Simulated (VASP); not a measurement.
# Ta: surface energy and work function by face, part 5 of 5

How do surface energy, work function and relaxation of Ta depend on the face?

VASP 6.6.1; PBE; plane waves and PAW (Ta).

So far. Step 5 (Vacuum level and density of states, 7 atoms, face …): The vacuum level lies 4.74 eV above the Fermi level at the upper face; both faces agree, as the slab has next to no dipole. Step 6 (Surface relaxation, 9 atoms, face Ta(100)): The run ended after 11 ionic steps, 0.394 eV below its first step, once the forces on the free atoms met EDIFFG = -0.03.

## 7. Potential and states of the slab, 9 atoms, face Ta(100)

File INCAR:

```
SYSTEM = Ta
PREC = Normal
ENCUT = 320
EDIFF = 1E-06
NELM = 120
ISMEAR = 1
SIGMA = 0.15
LREAL = .FALSE.
ALGO = Fast
GGA = PE
NBANDS = 31
LASPH = .TRUE.
LORBIT = 11
LWAVE = .FALSE.
LCHARG = .TRUE.
KPAR = 4
IDIPOL = 3
LDIPOL = .TRUE.
DIPOL = 0.5 0.5 0.5
LVHAR = .TRUE.
LVACPOTAV = .TRUE.
NEDOS = 1500
```

File POSCAR:

```
Ta
1.0
    3.3100000000      0.0000000000      0.0000000000
    0.0000000000      3.3100000000      0.0000000000
    0.0000000000      0.0000000000     28.2400000000
Ta
9
Direct
    0.0000000000      0.0000000000      0.2733427853
    0.5000000000      0.5000000000      0.3235174356
    0.0000000000      0.0000000000      0.3818634191
    0.5000000000      0.5000000000      0.4421551149
    0.0000000000      0.0000000000      0.5000000000
    0.5000000000      0.5000000000      0.5578448851
    0.0000000000      0.0000000000      0.6181365809
    0.5000000000      0.5000000000      0.6764825644
    0.0000000000      0.0000000000      0.7266572147
```

File KPOINTS:

```
Automatic mesh
0
Gamma
9 9 1
0 0 0
```

PAW data sets: Ta (PBE family, release 64).

Started as:

```bash
> mpirun -np 4 vasp_std
```

Output:

```text
[... set-up lines as in an earlier step ...]
 entering main loop
       N       E                     dE             d eps       ncg     rms          rms(c)
DAV:   1     0.114460044686E+03    0.11446E+03   -0.12569E+04   930   0.768E+02
DAV:   2    -0.908417058504E+02   -0.20530E+03   -0.19336E+03  1304   0.168E+02
DAV:   3    -0.110804841952E+03   -0.19963E+02   -0.18740E+02  1250   0.527E+01
DAV:   4    -0.112194886916E+03   -0.13900E+01   -0.13624E+01  1532   0.129E+01
DAV:   5    -0.112236619735E+03   -0.41733E-01   -0.41506E-01  1484   0.224E+00    0.418E+01
RMM:   6    -0.136912897719E+03   -0.24676E+02   -0.14436E+02  1501   0.267E+01    0.243E+01
RMM:   7    -0.149888508410E+03   -0.12976E+02   -0.15215E+02  1498   0.294E+01    0.224E+01
RMM:   8    -0.106384557831E+03    0.43504E+02   -0.30072E+01  1054   0.166E+01    0.102E+01
RMM:   9    -0.103644298241E+03    0.27403E+01   -0.13141E+01  1276   0.989E+00    0.510E+00
RMM:  10    -0.103556261736E+03    0.88037E-01   -0.31071E+00  1364   0.518E+00    0.352E+00
RMM:  11    -0.103579930258E+03   -0.23669E-01   -0.87015E-01  1507   0.239E+00    0.310E+00
RMM:  12    -0.103585768312E+03   -0.58381E-02   -0.14525E-01  1520   0.952E-01    0.304E+00
RMM:  13    -0.103570950556E+03    0.14818E-01   -0.72194E-01  1570   0.193E+00    0.225E+00
RMM:  14    -0.103389218660E+03    0.18173E+00   -0.39056E-01  1451   0.147E+00    0.113E+00
RMM:  15    -0.103397308388E+03   -0.80897E-02   -0.57239E-02  1368   0.735E-01    0.106E+00
RMM:  16    -0.103380608296E+03    0.16700E-01   -0.26194E-02  1346   0.451E-01    0.742E-01
RMM:  17    -0.103376475295E+03    0.41330E-02   -0.98505E-03  1446   0.268E-01    0.634E-01
RMM:  18    -0.103368359277E+03    0.81160E-02   -0.18423E-02  1408   0.324E-01    0.370E-01
RMM:  19    -0.103371701343E+03   -0.33421E-02   -0.51974E-02  1739   0.580E-01    0.418E-01
RMM:  20    -0.103370282625E+03    0.14187E-02   -0.68278E-03  1208   0.236E-01    0.401E-01
RMM:  21    -0.103367291104E+03    0.29915E-02   -0.22314E-03  1229   0.150E-01    0.313E-01
RMM:  22    -0.103364934571E+03    0.23565E-02   -0.47425E-03  1300   0.186E-01    0.155E-01
RMM:  23    -0.103364848293E+03    0.86277E-04   -0.11164E-03  1450   0.915E-02    0.114E-01
RMM:  24    -0.103364520461E+03    0.32783E-03   -0.98883E-04  1322   0.828E-02    0.436E-02
RMM:  25    -0.103364511115E+03    0.93460E-05   -0.57357E-04  1394   0.593E-02    0.105E-02
RMM:  26    -0.103364530162E+03   -0.19046E-04   -0.90231E-05  1401   0.278E-02    0.689E-03
RMM:  27    -0.103364550992E+03   -0.20830E-04   -0.87080E-05  1427   0.235E-02    0.205E-02
RMM:  28    -0.103364558536E+03   -0.75437E-05   -0.13789E-05  1181   0.113E-02    0.210E-02
RMM:  29    -0.103364548487E+03    0.10049E-04   -0.14676E-05  1179   0.112E-02    0.103E-02
RMM:  30    -0.103364556148E+03   -0.76607E-05   -0.53158E-05  1472   0.177E-02    0.712E-03
RMM:  31    -0.103364562347E+03   -0.61990E-05   -0.31060E-06   791   0.671E-03    0.630E-03
RMM:  32    -0.103364564076E+03   -0.17291E-05   -0.89281E-07   647   0.354E-03    0.534E-03
RMM:  33    -0.103364565570E+03   -0.14946E-05   -0.14123E-06   683   0.363E-03    0.345E-03
RMM:  34    -0.103364565601E+03   -0.31205E-07   -0.63228E-07   605   0.266E-03
 [... a notice as in an earlier step ...]

   1 F= -.10336457E+03 E0= -.10336228E+03  d E =-.685126E-02
```

It took 38 s on 4 MPI ranks of Intel Xeon Platinum 8259CL at 2.50GHz (Skylake/Cascade Lake), shared host; peak memory 0.75 GiB; 2.4 min of CPU time.

From OUTCAR (step 7):

```text
   NELECT =      45.0000    total number of electrons

 E-fermi :   1.4029

 k-point     1 :       0.0000    0.0000    0.0000
  band No.  band energies     occupation
    ...
     11      -1.5718      2.00000
     12      -1.4195      2.00000
     13      -0.7439      2.00000
     14       0.3696      2.00000
     15       1.4071      0.95236
     16       1.7140     -0.01251
     17       1.8801     -0.00007
     18       1.9176     -0.00001
     19       1.9916     -0.00000
     20       1.9921     -0.00000
    ...

  Total       -1.4733254     -1.4733254     -0.1400084      0.0000000      0.0000000     -0.0000000
  in kB       -7.6293681     -7.6293681     -0.7250100      0.0000000      0.0000000     -0.0000000
  external PRESSURE =      -5.3279154 kB  Pullay stress =       0.0000000 kB

 POSITION                                       TOTAL-FORCE (eV/Angst)
 -----------------------------------------------------------------------------------
      0.00000      0.00000      7.71920         0.000000      0.000000     -0.008976
      1.65500      1.65500      9.13613        -0.000000     -0.000000     -0.012729
      0.00000      0.00000     10.78382         0.000000      0.000000      0.006052
      1.65500      1.65500     12.48646         0.000000     -0.000000     -0.003786
      0.00000      0.00000     14.12000        -0.000000     -0.000000      0.000000
      1.65500      1.65500     15.75354        -0.000000      0.000000      0.003786
      0.00000      0.00000     17.45618        -0.000000     -0.000000     -0.006052
      1.65500      1.65500     19.10387         0.000000     -0.000000      0.012729
      0.00000      0.00000     20.52080        -0.000000      0.000000      0.008976
 -----------------------------------------------------------------------------------
    total drift:                                0.000000      0.000000     -0.000000

  FREE ENERGIE OF THE ION-ELECTRON SYSTEM (eV)
  ---------------------------------------------------
  free  energy   TOTEN  =      -103.3645656015 eV

  energy  without entropy=     -103.3577143417  energy(sigma->0) =     -103.36228185

 vacuum level on the upper side and lower side of the slab         5.149         5.149

[... 8 parts as in an earlier step ...]

[... 10 further parts left out ...]
```

Numbers from this step:

```yaml
electronic_cycles: 34
free_energy_toten: -103.3646 eV
energy_at_zero_smearing: -103.3623 eV
fermi_energy: 1.403 eV
vacuum_levels: 5.149, 5.149 eV
work_functions_of_the_upper_and_lower_face: 3.746, 3.746 eV
```

The planar average of the electrostatic potential oscillates, so the rows of the table below give means over windows of 1.68 Å about each position, cut where the curve ends. Its maxima inside the range that stand out by 2 % of the span (Å: eV): 9.9: -5.46, 11.7: -4.95, 13.3: -5.40, 14.9: -5.40, 16.6: -4.95, 18.4: -5.46. Its minima: 8.2: -7.52, 10.8: -6.34, 12.6: -6.15, 14.1: -6.10, 15.7: -6.15, 17.5: -6.34, 20.1: -7.52.

Zero at the Fermi level. The planar average of the electrostatic potential by height; means over each step:

```tsv
height (Å)	planar average of the electrostatic potential (eV)
0.84	3.75
2.52	3.75
4.20	3.71
5.88	2.51
7.56	-5.50
9.24	-6.33
10.92	-5.71
12.60	-5.64
14.28	-5.69
15.96	-5.56
17.64	-5.80
19.32	-6.71
21.00	-3.98
22.68	3.11
24.36	3.73
26.04	3.75
27.72	3.75
```

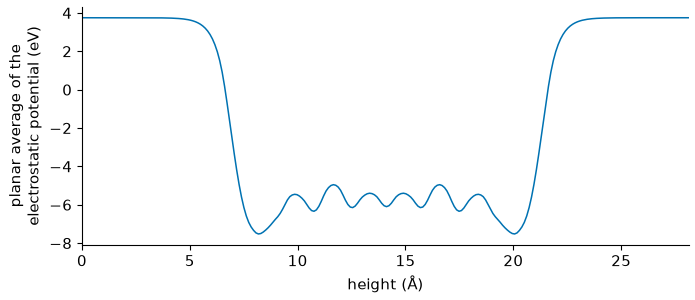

Planar average of the electrostatic potential against height.

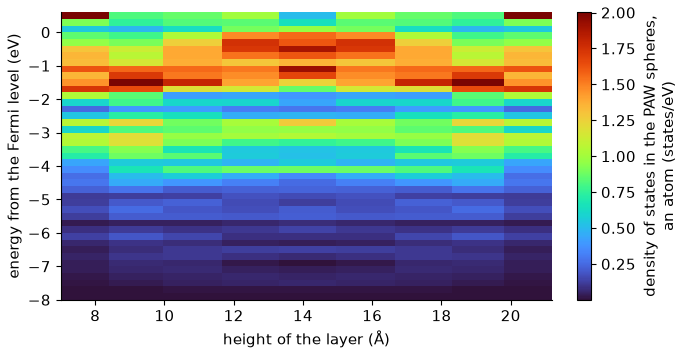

Density of states in the PAW spheres, an atom over height of the layer and energy from the Fermi level.

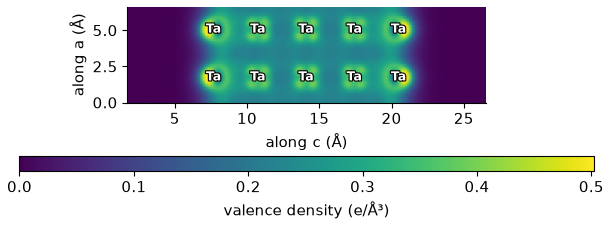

Valence density in the ca plane at fractional y = 0.000, with atoms of Ta within 0.2 Å of it. It is the smooth field of the valence electrons, not physical close to the nuclei. The map starts off the cell's origin, so that atoms lie inside it. The far vacuum is left out of the map.

The map of layer states is cut here 0.5 eV above the Fermi level, so it leaves out the states above that.

The vacuum level lies 3.75 eV above the Fermi level at the upper face; both faces agree, as the slab has next to no dipole.

The program found no field-free point at its default tolerance, but its printed level agrees with the flat part of the planar average.

On this mesh the fine structure of the density of states is sampling noise, and high empty states may be cut by the number of bands.

## 8. Surface relaxation, 11 atoms, face Ta(111)

System of this step: Ta(111). The cell holds 11 atoms: 11 Ta. Cell: a = 4.681 Å, b = 4.681 Å, c = 24.555 Å, α = 90.0°, β = 90.0°, γ = 60.0°. It derives from Ta. 11 layers of bcc Ta, cut at this functional's lattice. Vacuum lies along c.

File INCAR:

```
SYSTEM = Ta
PREC = Normal
ENCUT = 320
EDIFF = 1E-05
NELM = 120
ISMEAR = 1
SIGMA = 0.15
LREAL = .FALSE.
ALGO = Fast
GGA = PE
NBANDS = 38
LASPH = .TRUE.
LORBIT = 11
LWAVE = .FALSE.
LCHARG = .FALSE.
KPAR = 4
IBRION = 2
NSW = 40
ISIF = 2
EDIFFG = -0.03
POTIM = 0.4
MAXMIX = 40
```

File POSCAR:

```
Ta
1.0
    4.6810468915      0.0000000000      0.0000000000
    2.3405234457      4.0539055243      0.0000000000
    0.0000000000      0.0000000000     24.5551469551
Ta
11
Direct
    0.6666666700      0.6666666700      0.3054349500
    0.0000000000      0.0000000000      0.3443479600
    0.3333333300      0.3333333300      0.3832609700
    0.6666666700      0.6666666700      0.4221739800
    0.0000000000      0.0000000000      0.4610869900
    0.3333333300      0.3333333300      0.5000000000
    0.6666666700      0.6666666700      0.5389130100
    0.0000000000      0.0000000000      0.5778260200
    0.3333333300      0.3333333300      0.6167390300
    0.6666666700      0.6666666700      0.6556520400
    0.0000000000      0.0000000000      0.6945650500
```

KPOINTS is that of step 7.

Started as:

```bash
> mpirun -np 4 vasp_std
```

Output:

```text
[banner, memory and clock lines left out]
running    4 mpi-ranks, on    1 nodes
[...]
LDA part: xc-table for (Slater+PW92), standard interpolation
 POSCAR, INCAR and KPOINTS ok, starting setup
[...]
entering main loop
       N       E                     dE             d eps       ncg     rms          rms(c)
DAV:   1     0.148674564134E+03    0.14867E+03   -0.14650E+04   912   0.750E+02
DAV:   2    -0.103747525240E+03   -0.25242E+03   -0.23623E+03  1282   0.160E+02
DAV:   3    -0.134040606487E+03   -0.30293E+02   -0.28827E+02  1154   0.572E+01
DAV:   4    -0.136392366080E+03   -0.23518E+01   -0.23200E+01  1520   0.147E+01
[...]
RMM:  25    -0.123103829955E+03   -0.24659E-04   -0.30295E-06   439   0.501E-03    0.898E-04
RMM:  26    -0.123103842124E+03   -0.12169E-04   -0.20531E-06   425   0.443E-03    0.815E-04
RMM:  27    -0.123103848730E+03   -0.66053E-05   -0.12166E-06   336   0.379E-03
   1 F= -.12310385E+03 E0= -.12310160E+03  d E =-.123104E+03
[... from here on, the cycles between the ionic steps are left out ...]
   2 F= -.12354667E+03 E0= -.12354416E+03  d E =-.442817E+00
   3 F= -.12384809E+03 E0= -.12384638E+03  d E =-.744237E+00
   4 F= -.12384979E+03 E0= -.12384807E+03  d E =-.745946E+00
   5 F= -.12392004E+03 E0= -.12391818E+03  d E =-.702484E-01
   6 F= -.12395529E+03 E0= -.12395378E+03  d E =-.105495E+00
   7 F= -.12398229E+03 E0= -.12398149E+03  d E =-.270043E-01
   8 F= -.12399735E+03 E0= -.12399908E+03  d E =-.420620E-01
   9 F= -.12400420E+03 E0= -.12400595E+03  d E =-.684776E-02
  10 F= -.12400491E+03 E0= -.12400665E+03  d E =-.756245E-02
  11 F= -.12400891E+03 E0= -.12401013E+03  d E =-.399274E-02
  12 F= -.12400922E+03 E0= -.12401029E+03  d E =-.431043E-02
  13 F= -.12400976E+03 E0= -.12401087E+03  d E =-.538683E-03
 trial-energy change:   -0.000539  1 .order   -0.000510   -0.000903   -0.000118
 step:   2.7130(harm=  2.7130)  dis= 0.00597  next Energy=  -124.009744 (dE=-0.519E-03)
 reached required accuracy - stopping structural energy minimisation
```

Elapsed: 4.1 min, on 4 MPI ranks; peak memory 1.1 GiB; 16 min of CPU time.

Parts of OUTCAR (step 8):

```text
  Total       -3.8038576     -3.8038576     -0.5360505      0.0000000     -0.0000000     -0.0000000
  in kB      -13.0790343    -13.0790343     -1.8431349      0.0000000     -0.0000000     -0.0000000
  external PRESSURE =      -9.3337345 kB  Pullay stress =       0.0000000 kB

 POSITION                                       TOTAL-FORCE (eV/Angst)
 -----------------------------------------------------------------------------------
      4.68105      2.70260      7.83547         0.000000      0.000000      0.000125
      0.00000      0.00000      8.53051        -0.000000     -0.000000      0.004672
      2.34052      1.35130      9.32144        -0.000000     -0.000000      0.003886
      4.68105      2.70260     10.43720         0.000000      0.000000     -0.002062
      0.00000      0.00000     11.31353        -0.000000     -0.000000      0.005276
      2.34052      1.35130     12.27757         0.000000      0.000000     -0.000000
      4.68105      2.70260     13.24162        -0.000000     -0.000000     -0.005276
      0.00000      0.00000     14.11795        -0.000000     -0.000000      0.002062
      2.34052      1.35130     15.23370        -0.000000     -0.000000     -0.003886
      4.68105      2.70260     16.02464        -0.000000     -0.000000     -0.004672
      2.34052      4.05391     16.71967        -0.000000     -0.000000     -0.000125
 -----------------------------------------------------------------------------------
    total drift:                               -0.000001     -0.000001     -0.000058

  FREE ENERGIE OF THE ION-ELECTRON SYSTEM (eV)
  ---------------------------------------------------
  free  energy   TOTEN  =      -124.0097635164 eV

  energy  without entropy=     -124.0130960725  energy(sigma->0) =     -124.01087437

[... 1 part as in an earlier step ...]

[... 3 further parts left out ...]
[key lines of the parts left out:]
E-fermi :   0.3307
```

The run keeps the 12 symmetry operations of its start, so it cannot find a distortion of lower symmetry.

Step by step:

```tsv
step	energy less that of the first step (eV)	largest force (eV/Å)
1	0.0000	2.1205
2	-0.4428	1.5666
3	-0.7442	0.9622
4	-0.7459	0.8273
5	-0.8162	0.5100
6	-0.8514	0.3079
7	-0.8784	0.2239
8	-0.8935	0.1380
9	-0.9004	0.1185
10	-0.9011	0.1113
11	-0.9051	0.0510
12	-0.9054	0.0536
13	-0.9059	0.0053
```

The atoms that moved most (Å):

```tsv
atom	dx	dy	dz	length
Ta11	0.000	0.000	-0.335	0.335
Ta1	0.000	0.000	0.335	0.335
Ta9	0.000	0.000	0.090	0.090
Ta3	0.000	0.000	-0.090	0.090
Ta2	0.000	0.000	0.075	0.075
Ta10	0.000	0.000	-0.075	0.075
Ta8	0.000	0.000	-0.071	0.071
Ta4	0.000	0.000	0.071	0.071
```

The relaxed structure:

```
Ta
1.0
     4.68105    0.00000    0.00000
     2.34052    4.05391    0.00000
     0.00000    0.00000   24.55515
Ta
11
Direct
  0.66667 0.66667 0.31910
  0.00000 0.00000 0.34740
  0.33333 0.33333 0.37961
  0.66667 0.66667 0.42505
  0.00000 0.00000 0.46074
  0.33333 0.33333 0.50000
  0.66667 0.66667 0.53926
  0.00000 0.00000 0.57495
  0.33333 0.33333 0.62039
  0.66667 0.66667 0.65260
  0.00000 0.00000 0.68090
```

The run ended after 13 ionic steps, 0.906 eV below its first step, once the forces on the free atoms met EDIFFG = -0.03.

## 9. Potential and states of the slab, 11 atoms, face Ta(111)

File INCAR:

```
SYSTEM = Ta
PREC = Normal
ENCUT = 320
EDIFF = 1E-06
NELM = 120
ISMEAR = 1
SIGMA = 0.15
LREAL = .FALSE.
ALGO = Fast
GGA = PE
NBANDS = 38
LASPH = .TRUE.
LORBIT = 11
LWAVE = .FALSE.
LCHARG = .TRUE.
KPAR = 4
IDIPOL = 3
LDIPOL = .TRUE.
DIPOL = 0.5 0.5 0.5
LVHAR = .TRUE.
LVACPOTAV = .TRUE.
NEDOS = 1500
```

File POSCAR:

```
Ta
1.0
    4.6810468915      0.0000000000      0.0000000000
    2.3405234457      4.0539055243      0.0000000000
    0.0000000000      0.0000000000     24.5551469551
Ta
11
Direct
    0.6666666700      0.6666666700      0.3190969745
    0.0000000000      0.0000000000      0.3474021375
    0.3333333300      0.3333333300      0.3796126052
    0.6666666700      0.6666666700      0.4250512827
    0.0000000000      0.0000000000      0.4607394946
    0.3333333300      0.3333333300      0.5000000000
    0.6666666700      0.6666666700      0.5392605054
    0.0000000000      0.0000000000      0.5749487173
    0.3333333300      0.3333333300      0.6203873948
    0.6666666700      0.6666666700      0.6525978625
    0.0000000000      0.0000000000      0.6809030255
```

KPOINTS is that of step 8.

Started as:

```bash
> mpirun -np 4 vasp_std
```

Output:

```text
[... set-up lines as in an earlier step ...]
 entering main loop
       N       E                     dE             d eps       ncg     rms          rms(c)
DAV:   1     0.161139811881E+03    0.16114E+03   -0.14751E+04   912   0.751E+02
DAV:   2    -0.102222749083E+03   -0.26336E+03   -0.24923E+03  1310   0.164E+02
DAV:   3    -0.132403069116E+03   -0.30180E+02   -0.28681E+02  1118   0.578E+01
DAV:   4    -0.134739879482E+03   -0.23368E+01   -0.23036E+01  1520   0.147E+01
[...]
RMM:  27    -0.124009763518E+03   -0.11606E-04   -0.98979E-07   685   0.264E-03    0.535E-04
RMM:  28    -0.124009766148E+03   -0.26302E-05   -0.42204E-07   552   0.183E-03    0.284E-04
RMM:  29    -0.124009766911E+03   -0.76348E-06   -0.22895E-07   468   0.143E-03
 [... a notice as in an earlier step ...]

   1 F= -.12400977E+03 E0= -.12401088E+03  d E =0.333758E-02
```

Wall time 55 s (4 MPI ranks); peak memory 0.95 GiB.

From OUTCAR (step 9):

```text
  Total       -3.8015692     -3.8015692     -0.5383838      0.0000000      0.0000000      0.0000000
  in kB      -13.0711661    -13.0711661     -1.8511575      0.0000000      0.0000000      0.0000000
  external PRESSURE =      -9.3311632 kB  Pullay stress =       0.0000000 kB

 POSITION                                       TOTAL-FORCE (eV/Angst)
 -----------------------------------------------------------------------------------
      4.68105      2.70260      7.83547        -0.000000     -0.000000      0.000852
      0.00000      0.00000      8.53051         0.000000     -0.000000      0.004946
      2.34052      1.35130      9.32144         0.000000      0.000000      0.003825
      4.68105      2.70260     10.43720        -0.000000      0.000000     -0.002641
      0.00000      0.00000     11.31353         0.000000      0.000000      0.006055
      2.34052      1.35130     12.27757        -0.000000     -0.000000      0.000000
      4.68105      2.70260     13.24162        -0.000000     -0.000000     -0.006055
      0.00000      0.00000     14.11795         0.000000     -0.000000      0.002641
      2.34052      1.35130     15.23370        -0.000000      0.000000     -0.003825
      4.68105      2.70260     16.02464        -0.000000      0.000000     -0.004946
      0.00000      0.00000     16.71967        -0.000000      0.000000     -0.000852
 -----------------------------------------------------------------------------------
    total drift:                               -0.000001     -0.000001     -0.000033

  FREE ENERGIE OF THE ION-ELECTRON SYSTEM (eV)
  ---------------------------------------------------
  free  energy   TOTEN  =      -124.0097669114 eV

  energy  without entropy=     -124.0131044896  energy(sigma->0) =     -124.01087944

[... 2 parts as in an earlier step ...]

[... 1 further part left out ...]
[key lines of the parts left out:]
E-fermi :   0.3307
```

The map of layer states is cut here 0.5 eV above the Fermi level, so it leaves out the states above that.

The vacuum level lies 3.89 eV above the Fermi level at the upper face; both faces agree, as the slab has next to no dipole.

The program found no field-free point at its default tolerance, but its printed level agrees with the flat part of the planar average.

On this mesh the fine structure of the density of states is sampling noise, and high empty states may be cut by the number of bands.

## 10. The faces side by side

This step: surfaces of a metal, PBE; plane waves and PAW (VASP 6.6.1).

No new run; the numbers come from the runs before.

Symmetric slabs, all atoms free. All faces:

```tsv
face	layers	area a surface atom (Å²)	work function (eV)	surface energy as cut (J/m²)	surface energy relaxed (J/m²)	change of the top spacing (%)
Ta(110)	7	7.747	4.745	2.437	2.368	-4.95
Ta(100)	9	10.96	3.746	2.766	2.477	-14.38
Ta(111)	11	18.98	3.889	3.11	2.728	-27.26
```

Each surface energy is the slab's energy less its number of atoms times the bulk energy of -11.8612 eV, over twice the cell's area.

## 11. Summary of results

```
Ta(110) : 2.37 J/m², 4.74 eV
Ta(100) : 2.48 J/m², 3.75 eV
Ta(111) : 2.73 J/m², 3.89 eV
```

The cheapest face is Ta(110) at 2.37 J/m², against 2.48 for Ta(100) and 2.73 for Ta(111). The work functions are 4.74 eV for Ta(110), 3.89 eV for Ta(111) and 3.75 eV for Ta(100). The densest face has the highest work function, as the smoothing of the electron density over an open face lowers the surface dipole. Among the others the order doesn't follow the density. The densest face is also the cheapest, since it cuts the fewest bonds an area. The top spacing changes by -5.0 % on Ta(110), -14.4 % on Ta(100) and -27.3 % on Ta(111), the most on the most open face. One thickness was run for each face, and bulk and slab meshes don't match, which leaves some hundredths of a J/m². The cells are 1 × 1 and can't reconstruct. Spin-orbit coupling is left out, which matters for a heavy metal.

[Lines on the potential files, build, host, timing and source positions are cut from VASP's logs without a mark.]

[Logs are printed without paths, hosts, clocks, repeated set-up lines and the standing remarks that a program may print on its own settings, such as how far it seeks lower states.]

[Hosts, paths, dates, database ids (printed as entryN), source tags and the programs' standing remarks are cut or masked in the printed files.]

[Runs that stopped without an error message from VASP are left out.]
